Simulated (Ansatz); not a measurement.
# Site preference of As in place of Si in a frame of glassy nearly rigid 60TiO2-40SiO2 (mol %) from 1500 K (141 atoms), part 3 of 3

Aim: make As in place of Si at several sites of a frame of glassy nearly rigid 60TiO2-40SiO2 (mol %) from 1500 K (141 atoms), relax each, and compare their energies.

Ansatz 0.2.0; Kohn-Sham DFT, RPBE, PAW (set soft_1), plane waves.

The cell: 28 Ti, 19 Si and 94 O. The network of bonds at the start is that of the classical potential that made the cell. Only the Γ point is sampled, in a cell whose shortest periodic width is 13 Å.

So far. Step 2 (Single point at the start): The r.m.s. force at the start is 2.2 eV/Å. Step 3 (Relaxation): The relaxation converged after 14 steps, 32.7 eV below its start, with a largest force component of 0.031 eV/Å.

### Step 5. As on a site of Si, site Si42

The site has 4 bonded neighbours (O4) at 1.64 Å on average, by cutoffs that count no bonds between two metal atoms or like ions. The change is made in the relaxed cell and the atoms are relaxed again, with spin allowed.

input.yaml reads:

```yaml
crystal:
  lattice:
    - [12.90086, 0.0, 0.0]
    - [0.0, 12.90086, 0.0]
    - [0.0, 0.0, 12.90086]
  atoms:
    [... atom lines 1 to 38 left out ...]
    - { symbol: Si, position: [0.72598, 0.00474, 0.45717] }
    - { symbol: Si, position: [0.03833, 0.73794, 0.6229] }
    - { symbol: Si, position: [0.74278, 0.86004, 0.08738] }
    - { symbol: As, position: [0.84181, 0.43295, 0.77613], spin: 0.6 }
    - { symbol: Si, position: [0.35243, 0.45136, 0.54495] }
    - { symbol: Si, position: [0.54086, 0.16495, 0.48483] }
    - { symbol: Si, position: [0.3726, 0.41791, 0.79402] }
    [... atom lines 46 to 141 left out ...]
magnetization:
  spin_polarized: true
kpoints:
  mp_grid: { grid: [1, 1, 1] }
hamiltonian:
  xc: rpbe
  pseudopotentials: { kind: paw, azcp: { folder: soft_1 } }
scf:
  occupations: { method: fermi_dirac, width: 0.025 }
  lower_state_search: "off"
output:
  forces: true
  eigenvalues: true
relax:
  f_tol: 0.05
  max_steps: 90
```

Started as:

```sh
$ ansatz run input.yaml --threads 4 --pin off --max-ram 15872MiB --backend cpu --events-out ev --progress --plain --runs-dir out
```

Numbers of over 12 decimals in the logs are rounded to 6 here.

Log:

```text
[...]
Crystal: 141 atoms, lattice volume = 2147.118 Å³
Basis set: ecut = 420 eV, 41923 PW (Γ), exchange–correlation on 180×180×180 points (8 copies of the dense FFT grid, shifted against one another)
Bands: 636, of which v1, the nominal top of the filled ones, is band 494 counted from 1 (493 counted from 0)
Symmetry: 1 space group operations
[...]
k-points: 1
[...]
Starting moments: Σ|m| = 3 μB on 5 of 141 sites
[...]
SCF iter   1: F=—  HF=-140201.725141 eV  |F-HF|=—  |Δ(HF+E_count)|=         —  Δρ=4.17e-2 (↑3.99e-2 ↓4.17e-2)  dr2=2.64e2  dr2_m=1.58e0  M=0.010 μB ∫|m|=0.671 μB  β_m=0.30  ethr=3.10e-3  ⟨swp⟩=6.0  Hψ=4801  notcnv=0  defer=102
[...]
spin=Collinear: Resta preconditioning applied to the charge; magnetization (m = ρ↑ − ρ↓) channel mixes plain (no charge-response kernel on spin).
SCF iter   2: F=—  HF=-140164.851469 eV  |F-HF|=—  |Δ(HF+E_count)|=    3.69e1  Δρ=2.77e-2 (↑2.64e-2 ↓2.77e-2)  dr2=9.67e1  dr2_m=8.65e-1  M=0.008 μB ∫|m|=0.460 μB  β_m=0.30  ethr=3.10e-3  ⟨swp⟩=3.0  Hψ=2468  notcnv=0  defer=238
SCF iter   3: F=—  HF=-140147.078769 eV  |F-HF|=—  |Δ(HF+E_count)|=    1.78e1  Δρ=1.61e-2 (↑1.58e-2 ↓1.61e-2)  dr2=2.97e1  dr2_m=4.69e-1  M=0.003 μB ∫|m|=0.338 μB  β_m=0.30  ethr=3.10e-3  ⟨swp⟩=3.0  Hψ=2508  notcnv=0  defer=219
[...]
SCF iter   8: F=—  HF=-140144.541211 eV  |F-HF|=—  |Δ(HF+E_count)|=   1.51e-1  Δρ=2.68e-3 (↑2.67e-3 ↓2.68e-3)  dr2=8.10e-1  dr2_m=2.24e-2  M=-0.056 μB ∫|m|=0.147 μB  β_m=0.30  ethr=2.67e-4  ⟨swp⟩=7.0  Hψ=1598  notcnv=0  defer=192
[...]
spin-set hold released at iteration 8 (site moments contracting): the magnetisation degrees of freedom join the quasi-Newton model from the next iteration; the mixer history was flushed
SCF iter   9: F=—  HF=-140144.612109 eV  |F-HF|=—  |Δ(HF+E_count)|=   7.09e-2  Δρ=2.11e-3 (↑1.90e-3 ↓2.11e-3)  dr2=4.88e-1  dr2_m=1.31e-2  M=-0.072 μB ∫|m|=0.146 μB  β_m=0.31  ethr=8.21e-5  ⟨swp⟩=9.0  Hψ=2310  notcnv=0  defer=192
SCF iter  10: F=—  HF=-140144.691702 eV  |F-HF|=—  |Δ(HF+E_count)|=   7.96e-2  Δρ=2.42e-3 (↑2.33e-3 ↓2.42e-3)  dr2=1.00e0  dr2_m=7.58e-3  M=-0.051 μB ∫|m|=0.115 μB  β_m=0.29  ethr=4.95e-5  ⟨swp⟩=4.0  Hψ=2492  notcnv=0  defer=192
[...]
SCF iter  29: F=-140144.895135 eV  HF=-140144.895142 eV  |F-HF|=6.86e-6  |Δ(HF+E_count)|=   4.44e-7  Δρ=1.28e-5 (↑2.21e-6 ↓1.28e-5)  dr2=7.91e-6  dr2_m=7.85e-7  M=-0.992 μB ∫|m|=1.230 μB  β_m=0.41  ethr=1.37e-9  ⟨swp⟩=1.5  Hψ=2683  notcnv=0
SCF iter  30: F=-140144.895141 eV  HF=-140144.895142 eV  |F-HF|=9.52e-7  |Δ(HF+E_count)|=   2.56e-7  Δρ=4.99e-6 (↑1.16e-6 ↓4.99e-6)  dr2=1.17e-6  dr2_m=1.47e-7  M=-0.992 μB ∫|m|=1.230 μB  ethr=8.02e-10  ⟨swp⟩=2.0  Hψ=2693  notcnv=0
SCF 1 converged in 30 iterations: F = -140144.895141 eV  dr2 = 1.17e-6
[...]
relax step   1: F+E_penalty+E_count = -140144.89514062 eV  Δ(F+E_penalty+E_count) = +0.000e0 eV  max|allowed force component| = 2.120e0 eV/Å  Δτ_max = 0.0000 Å  (30 SCF iters, dr2 threshold 6.25e-5 eV, accepted)
[... from here on, the SCF cycles and remarks between the steps are left out ...]
relax step   2: F+E_penalty+E_count = -140145.45528886 eV  Δ(F+E_penalty+E_count) = -5.601e-1 eV  max|allowed force component| = 1.019e0 eV/Å  Δτ_max = 0.0721 Å  (12 SCF iters, dr2 threshold 1.00e-4 eV, accepted)
relax step   3: F+E_penalty+E_count = -140145.69043183 eV  Δ(F+E_penalty+E_count) = -2.351e-1 eV  max|allowed force component| = 3.273e-1 eV/Å  Δτ_max = 0.0653 Å  (13 SCF iters, dr2 threshold 6.49e-5 eV, accepted)
relax step   4: F+E_penalty+E_count = -140145.73299976 eV  Δ(F+E_penalty+E_count) = -4.257e-2 eV  max|allowed force component| = 2.262e-1 eV/Å  Δτ_max = 0.0410 Å  (12 SCF iters, dr2 threshold 1.11e-5 eV, accepted)
relax step   5: F+E_penalty+E_count = -140145.76765684 eV  Δ(F+E_penalty+E_count) = -3.466e-2 eV  max|allowed force component| = 1.803e-1 eV/Å  Δτ_max = 0.0407 Å  (10 SCF iters, dr2 threshold 5.28e-6 eV, accepted)
relax step   6: F+E_penalty+E_count = -140145.78109963 eV  Δ(F+E_penalty+E_count) = -1.344e-2 eV  max|allowed force component| = 9.490e-2 eV/Å  Δτ_max = 0.0241 Å  (11 SCF iters, dr2 threshold 1.55e-5 eV, accepted)
relax step   7: F+E_penalty+E_count = -140145.79227885 eV  Δ(F+E_penalty+E_count) = -1.118e-2 eV  max|allowed force component| = 1.348e-1 eV/Å  Δτ_max = 0.0353 Å  (16 SCF iters, accepted)
relax step   8: F+E_penalty+E_count = -140145.80019393 eV  Δ(F+E_penalty+E_count) = -7.915e-3 eV  max|allowed force component| = 1.624e-1 eV/Å  Δτ_max = 0.0399 Å  (14 SCF iters, dr2 threshold 5.03e-6 eV, accepted)
relax step   9: F+E_penalty+E_count = -140145.80294750 eV  Δ(F+E_penalty+E_count) = -2.754e-3 eV  max|allowed force component| = 1.226e-1 eV/Å  Δτ_max = 0.0384 Å  (10 SCF iters, dr2 threshold 2.64e-5 eV, accepted)
relax step  10: F+E_penalty+E_count = -140145.76525854 eV  Δ(F+E_penalty+E_count) = +3.769e-2 eV  max|allowed force component| = 5.218e-1 eV/Å  Δτ_max = 0.0818 Å  (11 SCF iters, dr2 threshold 8.57e-6 eV, rejected (line search))
relax step  11: F+E_penalty+E_count = -140145.80881992 eV  Δ(F+E_penalty+E_count) = -5.872e-3 eV  max|allowed force component| = 6.846e-2 eV/Å  Δτ_max = 0.0200 Å  (16 SCF iters, accepted)
relax step  12: F+E_penalty+E_count = -140145.79569185 eV  Δ(F+E_penalty+E_count) = +1.313e-2 eV  max|allowed force component| = 2.497e-1 eV/Å  Δτ_max = 0.0544 Å  (15 SCF iters, rejected (line search))
relax step  13: F+E_penalty+E_count = -140145.81089441 eV  Δ(F+E_penalty+E_count) = -2.074e-3 eV  max|allowed force component| = 3.171e-2 eV/Å  Δτ_max = 0.0195 Å  (16 SCF iters, accepted)
SCF converged after 16 iterations
Magnetization: -0.9827 μB (493.0087 up, 493.9913 down)
Absolute magnetization: 1.1469 μB (∫|ρ↑−ρ↓|, with the PAW one-centre terms)
[...]
Per-site moments (μB) at R_I (Å): [(-0.290675, 0.766679), (-0.000399257, 0.740414), (-0.00221935, 0.728457), (-7.843038857568047e-5, 0.710568), (-0.015044, 0.737187), [...]
Free energy (F): -140145.810894 eV
[...]
Internal energy: -140145.804246 eV  (E = F + TS)
E sigma→0 (E₀):  -140145.807570 eV
Entropy (-TS):   -0.006648 eV (-0.047 meV/atom)
Fermi energy:    5.578539 eV
[...]
Σ components = -140145.810894   (vs F -140145.810894, Δ=0.00e0)
--- Forces (eV/Å), atoms counted from 1 ---
  atom   1  Ti     0.01212715    -0.01732439    -0.00955624
  atom   2  Ti    -0.00281558     0.02401418    -0.02011568
  atom   3  Ti    -0.00154662     0.00046726     0.00305024
  atom   4  Ti    -0.00110738    -0.00388873     0.00086693
[...]
atom 141  O      0.00182539     0.00322290    -0.00113907
  max |Σ_I F_I| component: 1.85e-5 eV/Å
--- Band table (eV) ---
[...]
--- Relaxed structure (13 steps of the walk, 11 accepted, 0 SCFs on fresh bases) ---
  F+E_penalty+E_count = -140145.81089441 eV   max|allowed force component| = 3.171e-2 eV/Å
  atoms:
    - { symbol: Ti, position: [0.500153, 0.928575, 0.806616] }
    - { symbol: Ti, position: [0.810812, 0.693731, 0.693099] }
    - { symbol: Ti, position: [0.494010, 0.133476, 0.089969] }
    - { symbol: Ti, position: [0.327296, 0.861880, 0.316174] }
[...]
- { symbol: O, position: [0.432611, 0.011168, 0.092941] }
```

Elapsed: 39 min, on 4 threads of Arm Neoverse V1, shared host; peak memory 6.4 GiB; 2.6 h of CPU time.

The relaxation converged after 13 steps, 0.916 eV below its start, with a largest force component of 0.032 eV/Å.

Local excerpt of 10 atoms (numbers count through the whole input) about the As atom, after relaxation; x, y, z are measured from there.

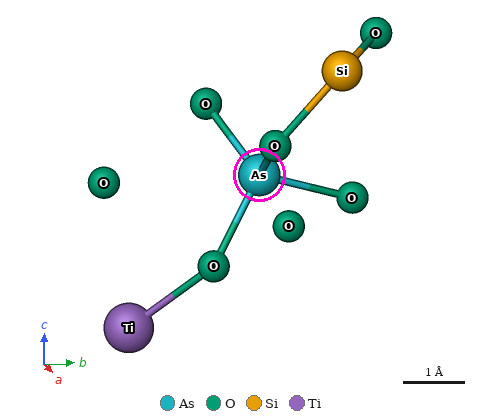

The atoms of the table, within 3.5 Å (arrows a, b, c point along x, y, z); some may hide others; the central atom is ringed.

| atom | x | y | z | distance (Å) | bonds | moment (μB) |
| --- | --- | --- | --- | --- | --- | --- |
| As42 | 0.00 | 0.00 | 0.00 | 0.00 | 4 | 0.00 |
| O123 | -0.22 | 1.60 | -0.48 | 1.69 | 2 | 0.00 |
| O57 | -1.21 | -0.65 | 0.98 | 1.69 | 2 | 0.00 |
| O66 | 0.33 | -0.83 | -1.43 | 1.69 | 2 | 0.00 |
| O98 | 1.54 | -0.04 | 0.79 | 1.73 | 2 | 0.00 |
| Si32 | 1.96 | 1.00 | 2.09 | 3.03 | 4 | 0.00 |
| O70 | 0.60 | 1.84 | 2.42 | 3.10 | 2 | 0.00 |
| O114 | 1.35 | -2.87 | 0.25 | 3.19 | 2 | 0.00 |
| Ti10 | -0.47 | -2.09 | -2.57 | 3.35 | 4 | 0.00 |
| O139 | -3.02 | 1.10 | -1.49 | 3.54 | 2 | 0.00 |

The column of bonds counts only the pairs O-Ti within 2.64 Å, O-Si within 2.08 Å, O-As within 2.12 Å; other neighbours, such as metal atoms beside each other in a compound, aren't counted, and periodic images can show an atom twice.

The largest move is 0.22 Å, by O82.

### Step 6. As on a site of Si, site Si29

The site has 4 bonded neighbours (O4) at 1.65 Å on average. 

Input and log are left out; they have the form of those shown for this kind of step.

Run time: 24 min. Hardware: 4 threads of Arm Neoverse V1, shared host; peak memory 6.3 GiB.

The relaxation converged after 8 steps, 1.14 eV below its start, with a largest force component of 0.045 eV/Å.

### Step 7. As on a site of Si, site Si45

The site has 4 bonded neighbours (O4) at 1.64 Å on average. 

Input and log are left out; they have the form of those shown for this kind of step.

The job ended after 57 min (4 threads of Arm Neoverse V1, shared host; peak memory 6.3 GiB).

The relaxation was stopped at its limit after 23 steps, 1.44 eV below its start, with a largest force component of 0.14 eV/Å.

The surroundings of the As atom, after relaxation, nearest first, numbered as they follow in the input and with coordinates relative to it.

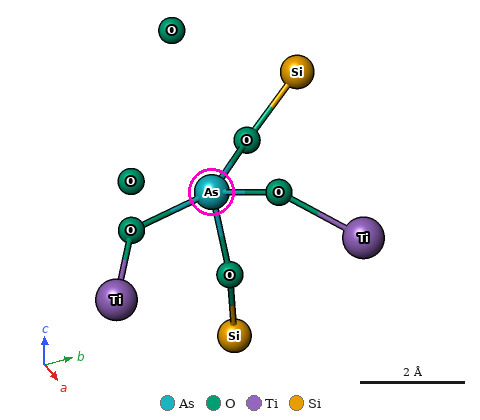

The atoms of the table, within 3.4 Å (arrows a, b, c point along x, y, z); some may hide others; the central atom is ringed.

| atom | x | y | z | distance (Å) | bonds |
| --- | --- | --- | --- | --- | --- |
| As45 | 0.00 | 0.00 | 0.00 | 0.00 | 4 |
| O110 | 1.47 | 0.75 | 0.64 | 1.77 | 2 |
| O74 | 0.38 | 0.25 | -1.72 | 1.78 | 2 |
| O83 | -1.32 | 1.35 | 0.13 | 1.89 | 2 |
| O103 | 0.39 | -1.88 | -0.22 | 1.94 | 2 |
| O95 | -2.94 | -0.35 | -1.31 | 3.24 | 2 |
| Ti28 | 2.45 | 2.12 | -0.15 | 3.25 | 4 |
| O69 | -1.31 | -0.33 | 3.00 | 3.29 | 2 |
| Si43 | 0.09 | 0.52 | -3.32 | 3.36 | 4 |
| Si36 | -1.86 | 2.63 | 1.09 | 3.40 | 4 |
| Ti21 | 1.81 | -2.83 | -0.79 | 3.45 | 4 |

The column of bonds counts only the pairs O-Ti within 2.64 Å, O-Si within 2.08 Å, O-As within 2.26 Å; other neighbours, such as metal atoms beside each other in a compound, aren't counted, and periodic images can show an atom twice.

The largest move is 0.87 Å, by O83.

### Step 8. The sites compared

All these cells hold the same atoms, so their energies can be compared with no chemical potential.

| site | neighbours | mean distance (Å) | atoms within 6 Å | energy over the best site (eV) | before relaxation (eV) | gain on relaxing (eV) | moment (μB) |
| --- | --- | --- | --- | --- | --- | --- | --- |
| Si29 | O4 | 1.65 | 55 | 0.00 | 0.00 | 1.14 | 1.0 |
| Si45 * | O4 | 1.64 | 57 | 0.58 | 0.87 | 1.44 | - |
| Si42 | O4 | 1.64 | 56 | 1.04 | 0.81 | 0.92 | -1.0 |

* The relaxation didn't finish, so this cell's energy would fall further, and differences against it can move either way. Neighbours are those of the relaxed host within 2.08 Å (O-Si); other pairs aren't counted.

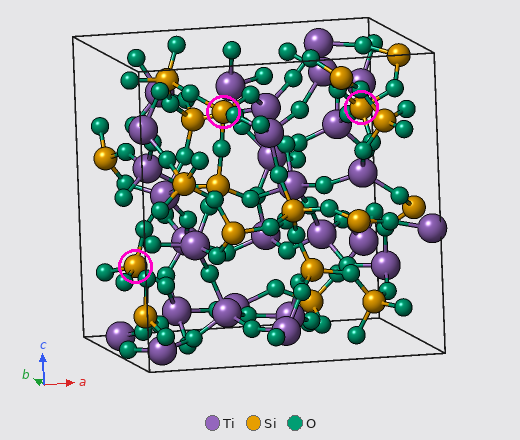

The relaxed cell with the tried sites ringed. Some periodic images of atoms are drawn too.

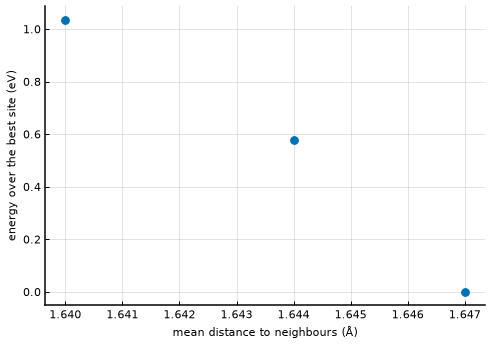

Site energy against the site's surroundings.

### Step 9. What came out

The cheapest site is Si29 (4 neighbours, O4); the dearest, Si42 (4 neighbours, O4), costs 1.0 eV more. Relaxation gains 0.92 to 1.4 eV and leaves the best site the same.

Caveats: Defects are neutral and interact with their images. The reference ran with fermi-dirac smearing of 0.129 eV, but 3 of the 3 defect cells with fermi-dirac smearing of 0.025 eV, spin polarised. In a disordered cell the relaxation can also rearrange atoms far from the site. In the spin-polarised runs the search for a state of lower energy was switched off. Only 3 of the 19 Si sites were tried; unless symmetry makes the others alike to these, a cheaper one may exist. A local or semilocal functional tends to spread out the unpaired spin of such defects.

The DFT runs together took 2.3 h of wall time.

[Logs are printed without paths, hosts, clocks, repeated set-up lines and the standing remarks that a program may print on its own settings, such as how far it seeks lower states.]

[Hosts, paths, dates, database ids (printed as entryN), source tags and the programs' standing remarks are cut or masked in the printed files.]
